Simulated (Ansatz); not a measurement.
```cif
data_structure
_symmetry_space_group_name_H-M 'P 1'
_symmetry_Int_Tables_number 1
_cell_length_a 3.7791
_cell_length_b 3.7791
_cell_length_c 18.7916
_cell_angle_alpha 90.000
_cell_angle_beta 90.000
_cell_angle_gamma 120.000
_cell_volume 232.42
loop_
_atom_site_label
_atom_site_type_symbol
_atom_site_fract_x
_atom_site_fract_y
_atom_site_fract_z
_atom_site_occupancy
Be1 Be 0.33333 0.66667 0.99597 1
Be2 Be 0.33333 0.66667 0.33791 1
Be3 Be 0.66667 0.33333 0.49597 1
Be4 Be 0.66667 0.33333 0.83791 1
Zn1 Zn 0.33333 0.66667 0.66884 1
Zn2 Zn 0.66667 0.33333 0.16884 1
Se1 Se 0.33333 0.66667 0.11490 1
Se2 Se 0.33333 0.66667 0.45769 1
Se3 Se 0.33333 0.66667 0.79968 1
Se4 Se 0.66667 0.33333 0.29968 1
Se5 Se 0.66667 0.33333 0.61490 1
Se6 Se 0.66667 0.33333 0.95769 1
```

Space group P6₃mc; a structure generated by program, which may or may not match a known phase.

All numbers below come from Ansatz 0.2.0, DFT PBE, scalar-relativistic, plane waves, PAW.

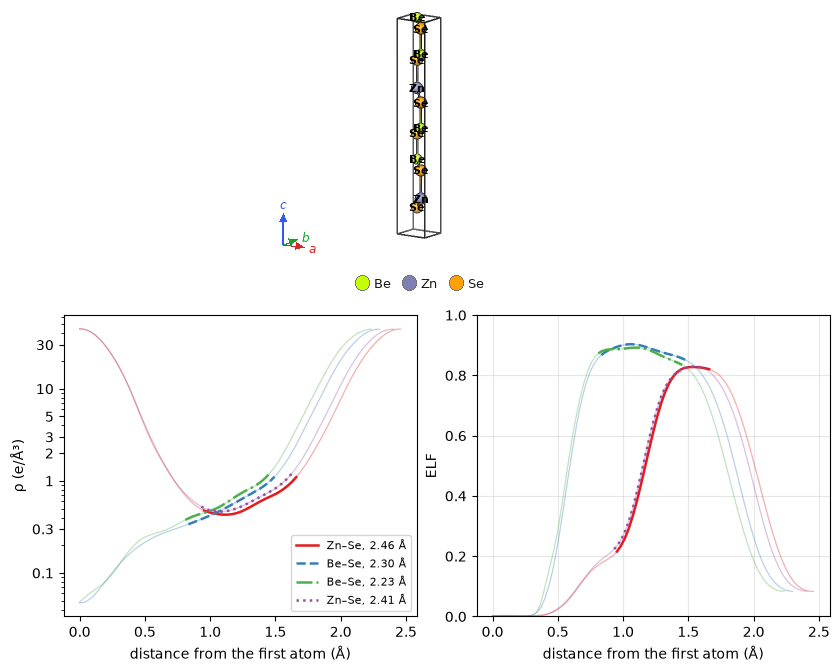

Be₂ZnSe₃. Valence charge density (pseudo) and electron localisation function along straight lines between neighbouring atoms. Thin, pale parts lie inside the atomic spheres. The structure is drawn too.

In a PAW calculation such maps are meaningful between the atoms, not at the nuclei.

Q: Compare the contacts.

A: Zn–Se (2.46 Å): the density is about 0.46 e/Å³ at the midpoint; the ELF is about 0.60 at the midpoint.
Be–Se (2.30 Å): ρ at the midpoint is about 0.54 e/Å³; the ELF peaks at about 0.90 between the atoms: a polar covalent bond.
Be–Se (2.23 Å): the density is about 0.57 e/Å³ at the midpoint; the ELF peaks at about 0.90 between the atoms; a shared but strongly polarised pair.
Zn–Se (2.41 Å): ρ at the midpoint is about 0.5 e/Å³; the ELF is about 0.60 at the midpoint.
